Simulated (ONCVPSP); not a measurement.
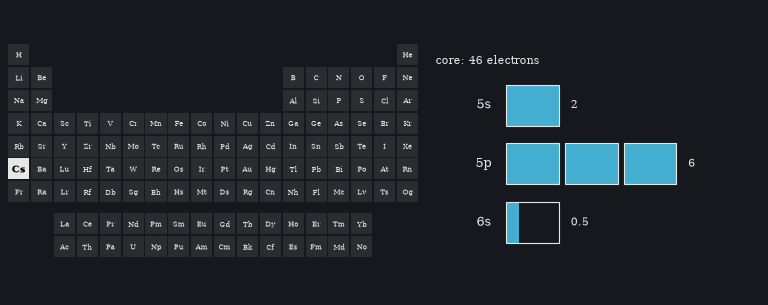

*Left, the place of caesium in the periodic table; right, the valence shells of the reference configuration: a box for each of the 2l + 1 orbitals, shaded by the share of the shell that is filled, with the electron count at the right. The shells are those of the unaltered input.*

**Run report: Cs, pseudopotential generation**

Caesium (Cs, Z = 55), core [Kr] 4d10, reference valence 5s2 5p6 6s0.5 (an ion of charge +0.5), valence charge 9. (This line and the method describe the unaltered input from which the odd one was made.) Computed at this level: ONCV potential, revPBE, fully relativistic, made with ONCVPSP 4.0.1.

Input:
```
# ATOM AND REFERENCE CONFIGURATION
# atsym  z   nc   nv     iexc    psfile
  Cs 55.00    9    3  -102130      upf
#
#   n    l    f
    1    0    2.00
    2    0    2.00
    2    1    6.00
    3    0    2.00
    3    1    6.00
    3    2   10.00
    4    0    2.00
    4    1    6.00
    4    2   10.00
    5    0    2.00
    5    1    6.00
    6    0    0.50
#
# PSEUDOPOTENTIAL AND OPTIMIZATION
# lmax
    2
#
#   l,   rc,      ep,       ncon, nbas, qcut
    0    3.35    0.00    4    7    2.90
    1    2.50    0.00    3    6    6.80
    2    3.25    0.23    4    7    3.20
#
# LOCAL POTENTIAL
# lloc, lpopt,  rc(5),   dvloc0
    4    5    1.65   -1.00
#
# VANDERBILT-KLEINMAN-BYLANDER PROJECTORs
# l, nproj, debl
    0    2    1.50
    1    2    1.60
    2    0    0.60
#
# MODEL CORE CHARGE
# icmod, fcfact, rcfact
    0    0.00    0.00
#
# LOG DERIVATIVE ANALYSIS
# epsh1, epsh2, depsh
   -3.00    5.00    0.02
#
# OUTPUT GRID
# rlmax, drl
    6.00    0.01
#
# TEST CONFIGURATIONS
# ncnf
    4
# nvcnf
#   n    l    f
    3
    5    0    2.00
    5    1    6.00
    6    0    1.00
#
    3
    5    0    2.00
    5    1    6.00
    6    0    0.00
#
    4
    5    0    2.00
    5    1    6.00
    6    0    0.00
    6    1    1.00
#
    3
    5    0    1.00
    5    1    6.00
    6    0    1.00
#
```

Hardware: 1 CPU thread, shared host.

Run as:
```bash
oncvpspr.x < Cs.dat > Cs.out
```

Log (extracts):
```
ONCVPSP  (Optimized Norm-Conservinng Vanderbilt PSeudopotential)
relativistic version 4.0.1

#   n    l    f        energy (Ha)
    1    0    2.00    -1.3147264D+03
    2    0    2.00    -2.0622571D+02
    2    1    6.00    -1.8104681D+02    -1.9399165D+02
    3    0    2.00    -4.2945791D+01
    3    1    6.00    -3.5359115D+01    -3.7840175D+01
    3    2   10.00    -2.5872569D+01    -2.6399250D+01
    4    0    2.00    -8.1771549D+00
    4    1    6.00    -5.8399719D+00    -6.3454728D+00
    4    2   10.00    -2.7799141D+00    -2.8638214D+00
    5    0    2.00    -1.0690432D+00
    5    1    6.00    -5.6598176D-01    -6.2589898D-01
    6    0    0.50    -1.3735404D-01

Reference configufation results
  iterations    27
  all-electron total energy (Ha)   -7.79047995D+03

Begin loop to  construct optimized pseudo wave functions
and semi-local pseudopoentials for all angular momenta

Calculating optimized projector #   1

 for l=   0

    Fraction of norm inside rc  0.986475
    Optimizing pswf for qcut=   2.89 a_B^-1,  ecut=   4.19 Ha
    Residual kinetic energy error=  9.31D-06 Ha

    Energy error per electron        Cutoff
         Ha          eV             Ha
         0.01000     0.27211        1.57
         0.00100     0.02721        2.21
         0.00010     0.00272        2.72
         0.00001     0.00027        4.15

Calculating optimized projector #   2

 for l=   0

    Fraction of norm inside rc  0.122718
    Optimizing pswf for qcut=   2.89 a_B^-1,  ecut=   4.19 Ha
    Residual kinetic energy error=  7.93D-05 Ha

    Energy error per electron        Cutoff
         Ha          eV             Ha
         0.01000     0.27211        1.19
         0.00100     0.02721        1.84
         0.00010     0.00272        3.81
         0.00001     0.00027       12.87

   Wellstate for l =  1  n =  7 kap= -2
     eigenvalue =   1.0340
     asymptotic potential =   1.5340
     half-point radius =  5.1582

Calculating optimized projector #   1

 for l=   1

    Fraction of norm inside rc  0.738717
    Optimizing pswf for qcut=   6.81 a_B^-1,  ecut=  23.16 Ha
    Residual kinetic energy error=  2.17D-08 Ha

    Energy error per electron        Cutoff
         Ha          eV             Ha
         0.01000     0.27211        6.84
         0.00100     0.02721       10.63
         0.00010     0.00272       13.30
         0.00001     0.00027       15.45

Calculating optimized projector #   2

 for l=   1

    Fraction of norm inside rc  0.118544
    Optimizing pswf for qcut=   6.81 a_B^-1,  ecut=  23.16 Ha
    Residual kinetic energy error=  9.04D-09 Ha

    Energy error per electron        Cutoff
         Ha          eV             Ha
         0.01000     0.27211        7.55
         0.00100     0.02721       11.63
         0.00010     0.00272       14.68
         0.00001     0.00027       17.13

   Wellstate for l =  1  n =  7 kap=  1
     eigenvalue =   0.9741

Calculating optimized projector #   1

 for l=   1

    Fraction of norm inside rc  0.780558
    Optimizing pswf for qcut=   6.81 a_B^-1,  ecut=  23.16 Ha
    Residual kinetic energy error=  2.50D-08 Ha

    Energy error per electron        Cutoff
         Ha          eV             Ha
         0.01000     0.27211        6.56
         0.00100     0.02721       10.63
         0.00010     0.00272       13.35
         0.00001     0.00027       15.51

Calculating optimized projector #   2

 for l=   1

    Fraction of norm inside rc  0.124300
    Optimizing pswf for qcut=   6.81 a_B^-1,  ecut=  23.16 Ha
    Residual kinetic energy error=  8.16D-09 Ha

    Energy error per electron        Cutoff
         Ha          eV             Ha
         0.01000     0.27211        7.14
         0.00100     0.02721       11.68
         0.00010     0.00272       14.83
         0.00001     0.00027       17.30

Construct Vanderbilt / Kleinmman-Bylander projectors

B matrix Hermiticity error, ll=  0  kap= -1
   1   2    4.3060D-05

  Orthonormal projector coefficients  5.2437E+00  6.0465E-01

B matrix Hermiticity error, ll=  1  kap= -2
   1   2   -1.0726D-04

  Orthonormal projector coefficients  5.8595E+00  7.3941E-01

B matrix Hermiticity error, ll=  1  kap=  1
   1   2   -1.1462D-04

  Orthonormal projector coefficients  5.7830E+00  7.9230E-01

 Orthonormal scalar projector coefficients, l =  1
  5.8298E+00  7.6031E-01  8.8533E-04  2.0432E-05

 Orthonormal spin-orbit projector coefficients, l =  1
  2.1504E-01 -2.1178E-01  1.2971E-02 -5.4293E-04

 Orthonormal scalar projector coefficients, l =  2

 Orthonormal spin-orbit projector coefficients, l =  2

Pseudoatom total energy  -20.354650

Diagnostic tests using Vanderbilt-Kleinman-Bylander pseudopotentials
  relativistic with J = L +/- 1/2 projectors

   l  kap   rcore       rmatch      e in        delta e    norm test   slope test

   0  -1   3.3579946   3.4599506  -1.0690432   0.0000002   1.0000666   1.0000589
   0  -1   3.3579946   3.4599506  -0.1373540   0.0000001   1.0000146   1.0000132

   1  -2   2.5048340   2.5808861  -0.5659818  -0.0000026   1.0000470   1.0000548
   1   1   2.5048340   2.5808861  -0.6258990  -0.0000004   1.0000526   1.0000541
   1  -2   2.5048340   2.5808861   1.0340182   0.0000167   1.0001733   1.0001733
   1   1   2.5048340   2.5808861   1.0113088   0.0000191   1.0001652   1.0001652

run_diag_r: lschvkbbe ERROR   1   2  -3  60  2.30000000E-01  1.57000000E-01
   2  -3   3.2590430   3.3579946   0.2300000  -0.0730000   0.2475439   2.2332504
run_diag_r: lschvkbbe ERROR   1   2   2  60  2.30000000E-01  1.57000000E-01
   2   2   3.2590430   3.3579946   0.2300000  -0.0730000   0.2218069   2.2814898

Diagnostic tests using Vanderbilt-Kleinman-Bylander pseudopotentials
  relativistic with scalar and spin-orbit non-local projectors

   l  kap   rcore       rmatch      e in        delta e    norm test   slope test

   0  -1   3.3579946   3.4599506  -1.0690432   0.0000002   1.0000666   1.0000589
   0  -1   3.3579946   3.4599506  -0.1373540   0.0000001   1.0000146   1.0000132

   1  -2   2.5048340   2.5808861  -0.5659818  -0.0001826   1.0000971   0.9997144
   1   1   2.5048340   2.5808861  -0.6258990  -0.0001845   1.0001038   0.9997785
   1  -2   2.5048340   2.5808861   1.0340182  -0.0000132   1.0001200   1.0001200
   1   1   2.5048340   2.5808861   1.0113088   0.0000077   1.0001334   1.0001334

run_diag_r: lschvkbbe ERROR   1   2  -3  60  2.30000000E-01  1.57000000E-01
   2  -3   3.2590430   3.3579946   0.2300000  -0.0730000   0.2475439   2.2332504
run_diag_r: lschvkbbe ERROR   1   2   2  60  2.30000000E-01  1.57000000E-01
   2   2   3.2590430   3.3579946   0.2300000  -0.0730000   0.2218069   2.2814898

Ghost test for J = L + 1/2

 Testing for bound ghosts
   n   l    E NL Schr. Eq   E Basis Diag.   E Cutoff

   1   0       -1.069043       -1.069016     16.99
   2   0       -0.137354       -0.131434     16.99

   2   1       -0.565984       -0.565915     24.71

 Testing for highly-localized positive-energy ghosts
       l    <radius>/rc     E Basis Diag.   E Cutoff

       0        0.461491        0.072354     16.99  WARNING - GHOST(+)

       1        0.922917        5.316510     24.71  WARNING - GHOST(+)

Ghost test for J = L - 1/2

 Testing for bound ghosts
   n   l    E NL Schr. Eq   E Basis Diag.   E Cutoff

   1   0       -1.069043       -1.069016     16.99
   2   0       -0.137354       -0.131434     16.99

   2   1       -0.625899       -0.625857     24.71

 Testing for highly-localized positive-energy ghosts
       l    <radius>/rc     E Basis Diag.   E Cutoff

       0        0.461491        0.072354     16.99  WARNING - GHOST(+)

       1        0.933305        5.499647     24.71  WARNING - GHOST(+)

Test configuration 0

   n   l kap    f        eae           eps        diff
   1   0  -1  2.0000-1314.72642242
   2   0  -1  2.0000 -206.22570507
   2   1  -2  4.0000 -181.04681115
   2   1   1  2.0000 -193.99164752
   3   0  -1  2.0000  -42.94579113
   3   1  -2  4.0000  -35.35911497
   3   1   1  2.0000  -37.84017519
   3   2  -3  6.0000  -25.87256855
   3   2   2  4.0000  -26.39925009
   4   0  -1  2.0000   -8.17715491
   4   1  -2  4.0000   -5.83997194
   4   1   1  2.0000   -6.34547276
   4   2  -3  6.0000   -2.77991415
   4   2   2  4.0000   -2.86382140
   5   0  -1  2.0000   -1.06904321   -1.06904301    1.96E-07
   5   1  -2  4.0000   -0.56598176   -0.56598435   -2.58E-06
   5   1   1  2.0000   -0.62589898   -0.62589940   -4.21E-07
   6   0  -1  0.5000   -0.13735404   -0.13735391    1.28E-07

    Total energies and differences
      AE_ref= -7.79047995E+03  AE_tst= -7.79047995E+03  dif=  0.00E+00
      PS_ref= -2.03546504E+01  PS_tst= -2.03546504E+01  dif=  0.00E+00
      PSP excitation error=  0.00E+00

Test configuration 1

   n   l kap    f        eae           eps        diff
   1   0  -1  2.0000-1314.63780490
   2   0  -1  2.0000 -206.13713988
   2   1  -2  4.0000 -180.95824936
   2   1   1  2.0000 -193.90308499
   3   0  -1  2.0000  -42.85723988
   3   1  -2  4.0000  -35.27056514
   3   1   1  2.0000  -37.75162308
   3   2  -3  6.0000  -25.78401550
   3   2   2  4.0000  -26.31069654
   4   0  -1  2.0000   -8.08869363
   4   1  -2  4.0000   -5.75153342
   4   1   1  2.0000   -6.25702380
   4   2  -3  6.0000   -2.69152350
   4   2   2  4.0000   -2.77542618
   5   0  -1  2.0000   -0.98107954   -0.98094783    1.32E-04
   5   1  -2  4.0000   -0.47870177   -0.47873580   -3.40E-05
   5   1   1  2.0000   -0.53840564   -0.53842123   -1.56E-05
   6   0  -1  1.0000   -0.07453156   -0.07453687   -5.31E-06

    Total energies and differences
      AE_ref= -7.79047995E+03  AE_tst= -7.79053252E+03  dif= -5.26E-02
      PS_ref= -2.03546504E+01  PS_tst= -2.04072207E+01  dif= -5.26E-02
      PSP excitation error=  3.50E-06

Test configuration 2

   n   l kap    f        eae           eps        diff
   1   0  -1  2.0000-1314.82898129
   2   0  -1  2.0000 -206.32818380
   2   1  -2  4.0000 -181.14928211
   2   1   1  2.0000 -194.09411899
   3   0  -1  2.0000  -43.04825368
   3   1  -2  4.0000  -35.46157489
   3   1   1  2.0000  -37.94263880
   3   2  -3  6.0000  -25.97503396
   3   2   2  4.0000  -26.50171624
   4   0  -1  2.0000   -8.27947034
   4   1  -2  4.0000   -5.94224837
   4   1   1  2.0000   -6.44776693
   4   2  -3  6.0000   -2.88211141
   4   2   2  4.0000   -2.96602615
   5   0  -1  2.0000   -1.17043935   -1.17075624   -3.17E-04
   5   1  -2  4.0000   -0.66595320   -0.66595289    3.18E-07
   5   1   1  2.0000   -0.72629071   -0.72632784   -3.71E-05
   6   0  -1  0.0000   -0.20846369   -0.20846369    0.00E+00

    Total energies and differences
      AE_ref= -7.79047995E+03  AE_tst= -7.79039295E+03  dif=  8.70E-02
      PS_ref= -2.03546504E+01  PS_tst= -2.02676396E+01  dif=  8.70E-02
      PSP excitation error= -2.00E-06

Test configuration 3

   n   l kap    f        eae           eps        diff
   1   0  -1  2.0000-1314.68416734
   2   0  -1  2.0000 -206.18349782
   2   1  -2  4.0000 -181.00458368
   2   1   1  2.0000 -193.94941394
   3   0  -1  2.0000  -42.90365507
   3   1  -2  4.0000  -35.31697659
   3   1   1  2.0000  -37.79803538
   3   2  -3  6.0000  -25.83042988
   3   2   2  4.0000  -26.35711060
   4   0  -1  2.0000   -8.13504133
   4   1  -2  4.0000   -5.79784486
   4   1   1  2.0000   -6.30335057
   4   2  -3  6.0000   -2.73776778
   4   2   2  4.0000   -2.82167620
   5   0  -1  2.0000   -1.02703292   -1.02725007   -2.17E-04
   5   1  -2  4.0000   -0.52335203   -0.52335749   -5.47E-06
   5   1   1  2.0000   -0.58346476   -0.58350771   -4.30E-05
   6   0  -1  0.0000   -0.09628214   -0.20846369   -1.12E-01
   6   1  -2  0.6667   -0.04680992   -0.04681112   -1.21E-06
   6   1   1  0.3333   -0.04920575   -0.04920745   -1.70E-06

    Total energies and differences
      AE_ref= -7.79047995E+03  AE_tst= -7.79048459E+03  dif= -4.64E-03
      PS_ref= -2.03546504E+01  PS_tst= -2.03592887E+01  dif= -4.64E-03
      PSP excitation error=  1.23E-06

Test configuration 4

psatom_r: WARNING lschvkbb convergence error n,l,kap,iter=   2   0  -1

3
ea(ii),et,emin,emax -2.453018E-01 -2.698320E-01 -2.698320E-01 -2.698320E-01
run_config_r: WARNING for fully non-local PS atom,
 WARNING no output for configuration 5
```

What the run reported:

- outcome: generated
- ghost flags of the generator: 0 GHOST(-), 4 GHOST(+)
- largest excitation error printed: 0.095 meV
- wall time: 5.5 s

What is odd here:

The input is odd on purpose: nproj of l = 2 set to 0. The program ran to the end. The all-electron atom is untouched: its total energy equals that from the unaltered input (−7790.4799 Ha). The pseudo-atom's energy and ghost flags in the reference configuration are also those from the unaltered input, so the oddity leaves no trace there. Warnings of the program, in the generation or the tests: psatom_r: WARNING lschvkbb convergence error n,l,kap,iter= 2 0 -1.
